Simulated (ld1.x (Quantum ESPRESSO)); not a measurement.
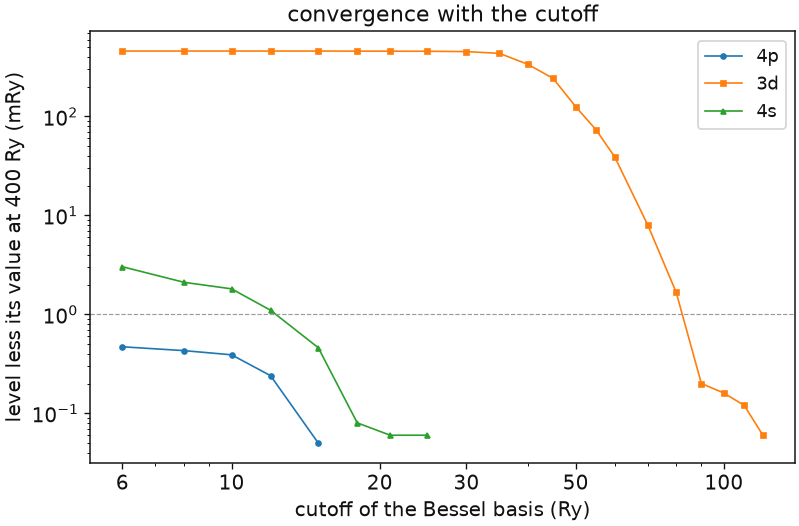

Figure 1. The pseudo-atom Hamiltonian at the reference potential is diagonalised in spherical Bessel functions (20 bohr box) up to the cutoff. Curves: distance of each valence level from its value at 400 Ry.

- Cutoffs from which each level stays within 1 mRy: 4p: 6 Ry or less; 3d: 90 Ry; 4s: 15 Ry.
- Hardest occupied shell: 3d: its level needs 90 Ry to come within 1 mRy, against 15 Ry for 4s.
- Cutoffs for 10 and 1 mRy in the occupation-weighted sum of levels: 80 Ry and 90 Ry, on the ladder of cutoffs that was run.

V: pseudopotential generation (part 1 of 2)

Vanadium (V, Z = 23), core [Ar], reference valence 3d3 4s1.75 4p0.25, valence charge 5. Computed at this level: RRKJ potential, LDA (PZ), scalar-relativistic, made with ld1.x (Quantum ESPRESSO) 7.5.

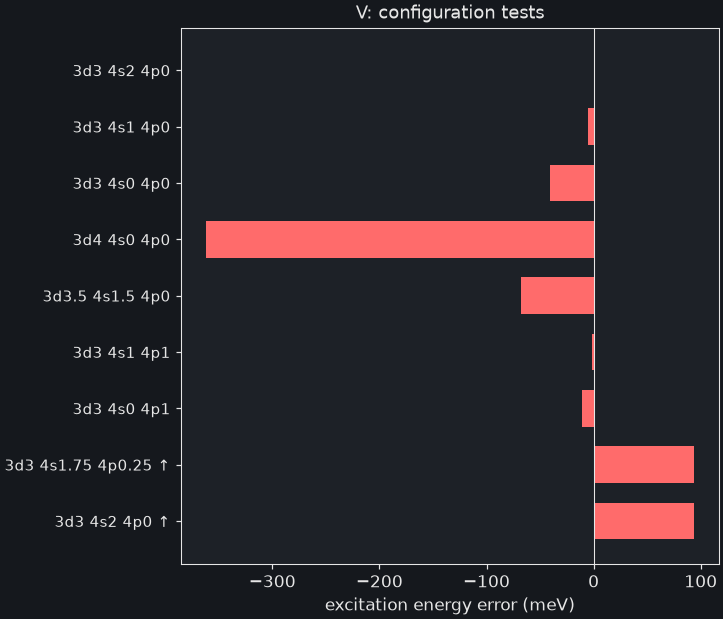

Figure 2. Errors, all-electron minus pseudo, of the energies of valence configurations relative to the unpolarised reference 3d3 4s1.75 4p0.25. An arrow marks spin-polarised runs filled by Hund’s rule.

- Worst configuration: 3d4 4s0 4p0 (charge +1): the error is -362 meV on an all-electron energy of +6.54 eV relative to the reference, or 5.5 %.
- Configurations within 10 meV and within 50 meV: 3 and 5 of 9.
- Errors in meV: 3d3 4s2 4p0: -0.1; 3d3 4s1 4p0: -4.9; 3d3 4s0 4p0: -41; 3d4 4s0 4p0: -362; 3d3.5 4s1.5 4p0: -68; 3d3 4s1 4p1: -1.2; 3d3 4s0 4p1: -11; 3d3 4s1.75 4p0.25 ↑: +94; 3d3 4s2 4p0 ↑: +94.

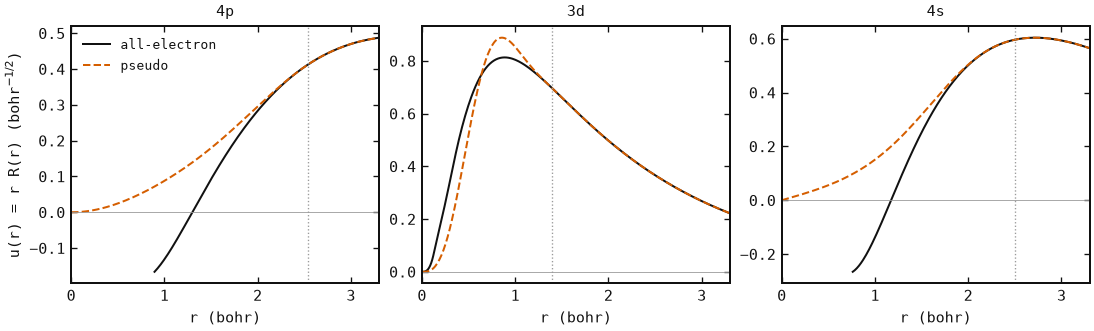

Figure 3. Partial waves u(r) = r R(r), all-electron (solid) and pseudo (dashed). Dotted lines mark the matching radii. The innermost oscillations of some all-electron curves aren't drawn. Pseudo-waves: 4p has no node; 3d has no node; 4s has no node.

These pictures come from the run below.

### Input file
```
 &input
   title='V', zed=23., rel=1, dft='PZ', iswitch=3,
   config='[Ar] 3d3 4s1.75 4p0.25',
   nld=3, rlderiv=2.75, eminld=-2.0, emaxld=5.0, deld=0.02
 /
 &inputp
   pseudotype=2, tm=.false., rho0=0.001, lloc=0,
   nlcc=.true., rcore=0.75,
   file_pseudopw='V.UPF', file_wfcaegen='ae.wfc', file_wfcncgen='nc.wfc', file_beta='beta', file_chi='chi'
 /
3
4P  2  1   0.25   0.00  2.54  2.54  0.0
3D  3  2   3.00   0.00  1.40  1.40  0.0
4S  1  0   1.75   0.00  2.50  2.50  0.0
 &test
   configts(1)='3d3 4s1.75 4p0.25'
 /
```

### Input of the test run
```
 &input
   title='V', zed=23., rel=1, dft='PZ', iswitch=2,
   config='[Ar] 3d3 4s1.75 4p0.25'
 /
 &test
   file_pseudo='V.UPF', nconf=10,
   configts(1)='3d3 4s1.75 4p0.25',
   configts(2)='3d3 4s2 4p0',
   configts(3)='3d3 4s1 4p0',
   configts(4)='3d3 4s0 4p0',
   configts(5)='3d4 4s0 4p0',
   configts(6)='3d3.5 4s1.5 4p0',
   configts(7)='3d3 4s1 4p1',
   configts(8)='3d3 4s0 4p1',
   configts(9)='3d3 4s1.75 4p0.25', lsdts(9)=1,
   configts(10)='3d3 4s2 4p0', lsdts(10)=1
 /
```

Command:
```bash
ld1.x < V.in > V.out
```

### Output
```
     Program LD1 v.7.5
     --------------------------- All-electron run ----------------------------

     V
     scalar relativistic calculation

     atomic number is 23.00
     dft =PZ   lsd =0 sic =0 latt =0  beta=0.20 tr2=1.0E-14
     Exchange-correlation= PZ
                           (   1   1   0   0   0   0   0)
     mesh =1181 r(mesh) = 100.93793 a.u. xmin = -7.00 dx = 0.01250
     1 Ry =  13.60569312 eV, c = 137.03599908

     n l     nl                  e(Ry)          e(Ha)          e(eV)
     1 0     1S 1( 2.00)      -393.3312      -196.6656     -5351.5432
     2 0     2S 1( 2.00)       -44.2053       -22.1026      -601.4434
     2 1     2P 1( 6.00)       -36.9840       -18.4920      -503.1928
     3 0     3S 1( 2.00)        -5.1595        -2.5797       -70.1979
     3 1     3P 1( 6.00)        -3.2578        -1.6289       -44.3252
     3 2     3D 1( 3.00)        -0.4211        -0.2106        -5.7300
     4 0     4S 1( 1.75)        -0.3735        -0.1867        -5.0815
     4 1     4P 1( 0.25)        -0.1264        -0.0632        -1.7196

     final scf error:  6.5E-15 reached in  25 iterations

     Etot =   -1894.055005 Ry,    -947.027502 Ha,  -25769.931149 eV

     Ekin =    1910.587270 Ry,     955.293635 Ha,   25994.864077 eV
     Encl =   -4511.566666 Ry,   -2255.783333 Ha,  -61382.991564 eV
     Eh   =     793.142199 Ry,     396.571099 Ha,   10791.249359 eV
     Exc  =     -86.217807 Ry,     -43.108903 Ha,   -1173.053021 eV

     normalization and overlap integrals

     s(1S/1S) =  1.000000  <r> =   0.0666  <r2> =    0.0060  r(max) =   0.0435
     s(2S/2S) =  1.000000  <r> =   0.3091  <r2> =    0.1129  r(max) =   0.2565
     s(2P/2P) =  1.000000  <r> =   0.2745  <r2> =    0.0929  r(max) =   0.2074
     s(3S/3S) =  1.000000  <r> =   0.9504  <r2> =    1.0435  r(max) =   0.8204
     s(3P/3P) =  1.000000  <r> =   1.0180  <r2> =    1.2238  r(max) =   0.8411
     s(3D/3D) =  1.000000  <r> =   1.4386  <r2> =    2.7985  r(max) =   0.8843
     s(4S/4S) =  1.000000  <r> =   3.3033  <r2> =   12.6216  r(max) =   2.7237
     s(4P/4P) =  1.000000  <r> =   4.5918  <r2> =   24.9310  r(max) =   3.5859

     ------------------------ End of All-electron run ------------------------

     --------------------- Generating NC pseudopotential ---------------------

      Generating local pot.: lloc=0, matching radius rcloc =   2.5000

      Computing core charge for nlcc:

       r > 0.75 : true rho core
       r < 0.75 : rho core = a sin(br)/r    a=  13.12  b=   2.48

      Integrated core pseudo-charge :   9.07

      Wfc   4P  rcut= 2.559  Estimated cut-off energy=       25.87 Ry
      This function has    0 nodes for 0 < r <    2.559

      Wfc   3D  rcut= 1.404  Estimated cut-off energy=      117.86 Ry
      This function has    0 nodes for 0 < r <    1.404

     ------------------- End of pseudopotential generation -------------------

     --------------------------- All-electron run ----------------------------

     V
     scalar relativistic calculation

     atomic number is 23.00
     dft =PZ   lsd =0 sic =0 latt =0  beta=0.20 tr2=1.0E-14
     Exchange-correlation= PZ
                           (   1   1   0   0   0   0   0)
     mesh =1181 r(mesh) = 100.93793 a.u. xmin = -7.00 dx = 0.01250
     1 Ry =  13.60569312 eV, c = 137.03599908

     n l     nl                  e(Ry)          e(Ha)          e(eV)
     1 0     1S 1( 2.00)      -393.3312      -196.6656     -5351.5432
     2 0     2S 1( 2.00)       -44.2053       -22.1026      -601.4434
     2 1     2P 1( 6.00)       -36.9840       -18.4920      -503.1928
     3 0     3S 1( 2.00)        -5.1595        -2.5797       -70.1979
     3 1     3P 1( 6.00)        -3.2578        -1.6289       -44.3252
     3 2     3D 1( 3.00)        -0.4211        -0.2106        -5.7300
     4 0     4S 1( 1.75)        -0.3735        -0.1867        -5.0815
     4 1     4P 1( 0.25)        -0.1264        -0.0632        -1.7196

     final scf error:  6.5E-15 reached in  25 iterations

     Etot =   -1894.055005 Ry,    -947.027502 Ha,  -25769.931149 eV

     Ekin =    1910.587270 Ry,     955.293635 Ha,   25994.864077 eV
     Encl =   -4511.566666 Ry,   -2255.783333 Ha,  -61382.991564 eV
     Eh   =     793.142199 Ry,     396.571099 Ha,   10791.249359 eV
     Exc  =     -86.217807 Ry,     -43.108903 Ha,   -1173.053021 eV

     normalization and overlap integrals

     s(1S/1S) =  1.000000  <r> =   0.0666  <r2> =    0.0060  r(max) =   0.0435
     s(2S/2S) =  1.000000  <r> =   0.3091  <r2> =    0.1129  r(max) =   0.2565
     s(2P/2P) =  1.000000  <r> =   0.2745  <r2> =    0.0929  r(max) =   0.2074
     s(3S/3S) =  1.000000  <r> =   0.9504  <r2> =    1.0435  r(max) =   0.8204
     s(3P/3P) =  1.000000  <r> =   1.0180  <r2> =    1.2238  r(max) =   0.8411
     s(3D/3D) =  1.000000  <r> =   1.4386  <r2> =    2.7985  r(max) =   0.8843
     s(4S/4S) =  1.000000  <r> =   3.3033  <r2> =   12.6216  r(max) =   2.7237
     s(4P/4P) =  1.000000  <r> =   4.5918  <r2> =   24.9310  r(max) =   3.5859

     ------------------------ End of All-electron run ------------------------

     Computing logarithmic derivative in   2.74087
     Computing logarithmic derivative in   2.74087
     Computing the partial wave expansion
       no projector for channel:   0
     R is outside the sphere for l=    1 j= 0.00
     R is outside the sphere for l=    2 j= 0.00

     ---------------------- Testing the pseudopotential ----------------------

     V
     scalar relativistic calculation

     atomic number is 23.00   valence charge is  5.00
     dft =PZ   lsd =0 sic =0 latt =0  beta=0.20 tr2=1.0E-14
     mesh =1181 r(mesh) = 100.93793 xmin = -7.00 dx = 0.01250

     n l     nl             e AE (Ry)        e PS (Ry)    De AE-PS (Ry)
     3 2     3D   1( 3.00)       -0.42115       -0.42115        0.00000
     1 0     4S   1( 1.75)       -0.37348       -0.37348        0.00000
     2 1     4P   1( 0.25)       -0.12639       -0.12639       -0.00000

     eps = 7.6E-15  iter =  7

     Etot =   -1894.055005 Ry,    -947.027502 Ha,  -25769.931149 eV
     Etotps =   -25.834864 Ry,     -12.917432 Ha,    -351.501235 eV

     Ekin =      23.426295 Ry,      11.713147 Ha,     318.730980 eV
     Encl =     -14.835297 Ry,      -7.417649 Ha,    -201.844504 eV
     Ehrt =      10.768186 Ry,       5.384093 Ha,     146.508630 eV
     Ecxc =     -18.812457 Ry,      -9.406229 Ha,    -255.956519 eV
     (Ecc =     -13.518419 Ry,      -6.759209 Ha,    -183.927457 eV)
     Epseu=     -26.381590 Ry,     -13.190795 Ha,    -358.939821 eV

     ---------------------- End of pseudopotential test ----------------------
```

### Output of the test run (extracts)
```
     ---------------------- Testing the pseudopotential ----------------------

     V
     scalar relativistic calculation

     atomic number is 23.00   valence charge is  5.00
     dft =PZ   lsd =0 sic =0 latt =0  beta=0.20 tr2=1.0E-14
     mesh =1181 r(mesh) = 100.93793 xmin = -7.00 dx = 0.01250

     n l     nl             e AE (Ry)        e PS (Ry)    De AE-PS (Ry)
     3 2     3D   1( 3.00)       -0.42115       -0.42115        0.00000
     1 0     4S   1( 1.75)       -0.37348       -0.37348        0.00000
     2 1     4P   1( 0.25)       -0.12639       -0.12639       -0.00000

     eps = 2.1E-15  iter = 17

     Etot =   -1894.055005 Ry,    -947.027502 Ha,  -25769.931150 eV
     Etotps =   -25.834864 Ry,     -12.917432 Ha,    -351.501234 eV

     Ekin =      23.426295 Ry,      11.713148 Ha,     318.730983 eV
     Encl =     -14.835297 Ry,      -7.417649 Ha,    -201.844504 eV
     Ehrt =      10.768186 Ry,       5.384093 Ha,     146.508631 eV
     Ecxc =     -18.812457 Ry,      -9.406229 Ha,    -255.956520 eV
     (Ecc =     -13.518419 Ry,      -6.759209 Ha,    -183.927457 eV)
     Epseu=     -26.381591 Ry,     -13.190795 Ha,    -358.939825 eV

     ---------------------- End of pseudopotential test ----------------------

     ---------------------- Testing the pseudopotential ----------------------

     V
     scalar relativistic calculation

     atomic number is 23.00   valence charge is  5.00
     dft =PZ   lsd =0 sic =0 latt =0  beta=0.20 tr2=1.0E-14
     mesh =1181 r(mesh) = 100.93793 xmin = -7.00 dx = 0.01250

     n l     nl             e AE (Ry)        e PS (Ry)    De AE-PS (Ry)
     3 2     3D   1( 3.00)       -0.39543       -0.39548        0.00005
     1 0     4S   1( 2.00)       -0.35668       -0.35662       -0.00006
     2 1     4P   1( 0.00)       -0.11246       -0.11246        0.00000

     eps = 3.7E-15  iter = 15

     Etot =   -1894.116398 Ry,    -947.058199 Ha,  -25770.766454 eV
     Etotps =   -25.896252 Ry,     -12.948126 Ha,    -352.336464 eV
     dEtot_ae =      -0.061394 Ry
     dEtot_ps =      -0.061388 Ry,   Delta E=      -0.000005 Ry

     Ekin =      23.324746 Ry,      11.662373 Ha,     317.349341 eV
     Encl =     -14.987519 Ry,      -7.493759 Ha,    -203.915583 eV
     Ehrt =      10.885239 Ry,       5.442619 Ha,     148.101216 eV
     Ecxc =     -18.835075 Ry,      -9.417538 Ha,    -256.264252 eV
     (Ecc =     -13.518419 Ry,      -6.759209 Ha,    -183.927457 eV)
     Epseu=     -26.283643 Ry,     -13.141822 Ha,    -357.607186 eV

     ---------------------- End of pseudopotential test ----------------------

     ---------------------- Testing the pseudopotential ----------------------

     V
     scalar relativistic calculation

     atomic number is 23.00   valence charge is  5.00
     dft =PZ   lsd =0 sic =0 latt =0  beta=0.20 tr2=1.0E-14
     mesh =1181 r(mesh) = 100.93793 xmin = -7.00 dx = 0.01250

     n l     nl             e AE (Ry)        e PS (Ry)    De AE-PS (Ry)
     3 2     3D   1( 3.00)       -0.94936       -0.94589       -0.00347
     1 0     4S   1( 1.00)       -0.82069       -0.82159        0.00090
     2 1     4P   1( 0.00)       -0.51586       -0.51656        0.00070

     eps = 7.1E-16  iter = 12

     Etot =   -1893.532739 Ry,    -946.766369 Ha,  -25762.825365 eV
     Etotps =   -25.312239 Ry,     -12.656120 Ha,    -344.390562 eV
     dEtot_ae =       0.522266 Ry
     dEtot_ps =       0.522625 Ry,   Delta E=      -0.000359 Ry

     Ekin =      23.786093 Ry,      11.893046 Ha,     323.626282 eV
     Encl =     -11.994123 Ry,      -5.997062 Ha,    -163.188358 eV
     Ehrt =       8.436874 Ry,       4.218437 Ha,     114.789525 eV
     Ecxc =     -18.505657 Ry,      -9.252828 Ha,    -251.782289 eV
     (Ecc =     -13.518419 Ry,      -6.759209 Ha,    -183.927457 eV)
     Epseu=     -27.035427 Ry,     -13.517713 Ha,    -367.835721 eV

     ---------------------- End of pseudopotential test ----------------------

     ---------------------- Testing the pseudopotential ----------------------

     V
     scalar relativistic calculation

     atomic number is 23.00   valence charge is  5.00
     dft =PZ   lsd =0 sic =0 latt =0  beta=0.20 tr2=1.0E-14
     mesh =1181 r(mesh) = 100.93793 xmin = -7.00 dx = 0.01250

     n l     nl             e AE (Ry)        e PS (Ry)    De AE-PS (Ry)
     3 2     3D   1( 3.00)       -1.58646       -1.58236       -0.00409
     1 0     4S   1( 0.00)       -1.31493       -1.32053        0.00559  !
     2 1     4P   1( 0.00)       -0.95100       -0.95603        0.00503  !

     eps = 2.4E-16  iter =  9

     Etot =   -1892.463673 Ry,    -946.231837 Ha,  -25748.279986 eV
     Etotps =   -24.240548 Ry,     -12.120274 Ha,    -329.809458 eV
     dEtot_ae =       1.591331 Ry
     dEtot_ps =       1.594316 Ry,   Delta E=      -0.002985 Ry

     Ekin =      24.345177 Ry,      12.172588 Ha,     331.233007 eV
     Encl =      -8.560127 Ry,      -4.280063 Ha,    -116.466460 eV
     Ehrt =       6.181644 Ry,       3.090822 Ha,      84.105549 eV
     Ecxc =     -18.163539 Ry,      -9.081770 Ha,    -247.127543 eV
     (Ecc =     -13.518419 Ry,      -6.759209 Ha,    -183.927457 eV)
     Epseu=     -28.043703 Ry,     -14.021851 Ha,    -381.554011 eV

     ---------------------- End of pseudopotential test ----------------------

     ---------------------- Testing the pseudopotential ----------------------

     V
     scalar relativistic calculation

     atomic number is 23.00   valence charge is  5.00
     dft =PZ   lsd =0 sic =0 latt =0  beta=0.20 tr2=1.0E-14
     mesh =1181 r(mesh) = 100.93793 xmin = -7.00 dx = 0.01250

     n l     nl             e AE (Ry)        e PS (Ry)    De AE-PS (Ry)
     3 2     3D   1( 4.00)       -0.68067       -0.65062       -0.03005  !
     1 0     4S   1( 0.00)       -0.71455       -0.72683        0.01228  !
     2 1     4P   1( 0.00)       -0.43594       -0.44807        0.01213  !

     eps = 8.8E-15  iter = 14

     Etot =   -1893.574086 Ry,    -946.787043 Ha,  -25763.387913 eV
     Etotps =   -25.327325 Ry,     -12.663662 Ha,    -344.595811 eV
     dEtot_ae =       0.480919 Ry
     dEtot_ps =       0.507539 Ry,   Delta E=      -0.026620 Ry

     Ekin =      27.679592 Ry,      13.839796 Ha,     376.600033 eV
     Encl =     -11.826863 Ry,      -5.913432 Ha,    -160.912673 eV
     Ehrt =       9.525011 Ry,       4.762505 Ha,     129.594372 eV
     Ecxc =     -19.067104 Ry,      -9.533552 Ha,    -259.421165 eV
     (Ecc =     -13.518419 Ry,      -6.759209 Ha,    -183.927457 eV)
     Epseu=     -31.637960 Ry,     -15.818980 Ha,    -430.456378 eV

     ---------------------- End of pseudopotential test ----------------------

     ---------------------- Testing the pseudopotential ----------------------

     V
     scalar relativistic calculation

     atomic number is 23.00   valence charge is  5.00
     dft =PZ   lsd =0 sic =0 latt =0  beta=0.20 tr2=1.0E-14
     mesh =1181 r(mesh) = 100.93793 xmin = -7.00 dx = 0.01250

     n l     nl             e AE (Ry)        e PS (Ry)    De AE-PS (Ry)
     3 2     3D   1( 3.50)       -0.28037       -0.26551       -0.01486  !
     1 0     4S   1( 1.50)       -0.32378       -0.32684        0.00306
     2 1     4P   1( 0.00)       -0.09612       -0.09836        0.00223

     eps = 8.1E-15  iter = 11

     Etot =   -1894.114374 Ry,    -947.057187 Ha,  -25770.738911 eV
     Etotps =   -25.889263 Ry,     -12.944632 Ha,    -352.241372 eV
     dEtot_ae =      -0.059369 Ry
     dEtot_ps =      -0.054399 Ry,   Delta E=      -0.004970 Ry

     Ekin =      25.192777 Ry,      12.596388 Ha,     342.765189 eV
     Encl =     -14.869298 Ry,      -7.434649 Ha,    -202.307109 eV
     Ehrt =      11.359538 Ry,       5.679769 Ha,     154.554390 eV
     Ecxc =     -19.079221 Ry,      -9.539610 Ha,    -259.586022 eV
     (Ecc =     -13.518419 Ry,      -6.759209 Ha,    -183.927457 eV)
     Epseu=     -28.493059 Ry,     -14.246530 Ha,    -387.667820 eV

     ---------------------- End of pseudopotential test ----------------------
```

(Continued in part 2.) Outcome of the run: generated.
